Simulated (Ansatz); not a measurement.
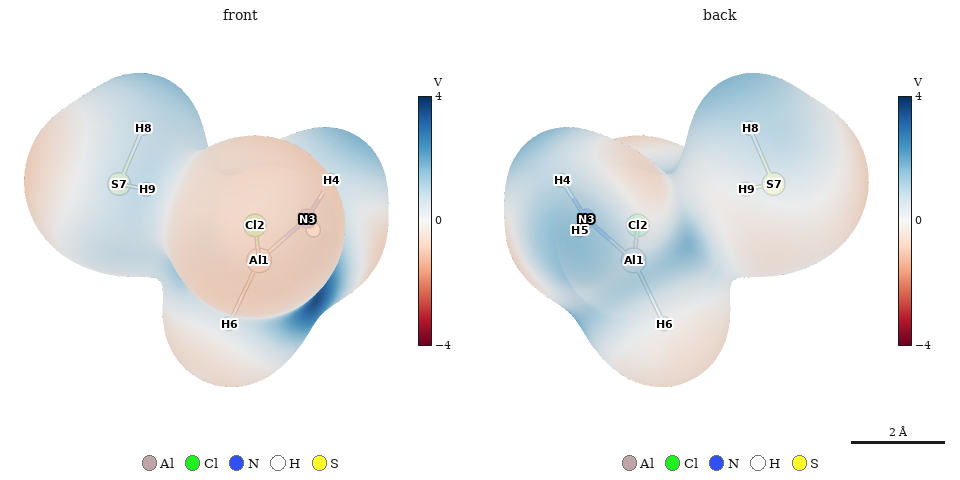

The picture shows: AlClH₃N···H₂S. The molecular electrostatic potential painted on the density surface at 0.002 e/bohr³, seen from the front and from behind; red is negative and blue positive.

Not at a stationary point (largest force 1.1 eV/Å).

These are results of Ansatz 0.2.0, RHF/def2-SVP, not measurements.

Input

```
crystal:
  periodic: [false, false, false]
  atoms:
    - { symbol: Al, position_ang: [0.0, 0.0, 0.0] }
    - { symbol: Cl, position_ang: [0.0, 0.0, 2.58] }
    - { symbol: "N", position_ang: [1.6627, 0.0, -0.96] }
    - { symbol: H, position_ang: [2.1293, -0.9179, -1.2118] }
    - { symbol: H, position_ang: [2.1141, 0.9179, -1.2382] }
    - { symbol: H, position_ang: [-1.351, 0.0, -0.78] }
    - { symbol: S, position_ang: [0.1147, 2.4267, 0.8072] }
    - { symbol: H, position_ang: [0.6673, 2.4659, 2.093] }
    - { symbol: H, position_ang: [0.069, 1.4593, 2.0709] }
basis:
  gaussian: { orbitals: def2-SVP }
hamiltonian:
  xc: hf
relax:
  f_tol: 0.15
  max_steps: 25
  restrain:
    - { distance: [0, 6], at: 3.46, k: 30.0 }
    - { distance: [8, 1], at: 2.57, k: 30.0 }
    - { distance: [0, 1], at: 2.23, k: 30.0 }
    - { distance: [8, 6], at: 1.4, k: 30.0 }
output:
  orbitals: {}
```

Run with:

```sh
ansatz run input.yaml --threads 2 --pin off --max-ram 3072MiB --backend cpu --events-out ev --progress --plain --runs-dir out
```

The fields are those of the run's last geometry, not of the input's.

> Which sites attract a positive test charge, and which a negative one?

A positive charge is drawn to the negative regions and a negative charge to the positive ones. The most negative region (about −0.9 V, or −21 kcal/mol for a unit charge) lies over Cl2, the most positive (about +3.3 V, or +76 kcal/mol for a unit charge) over Al1.
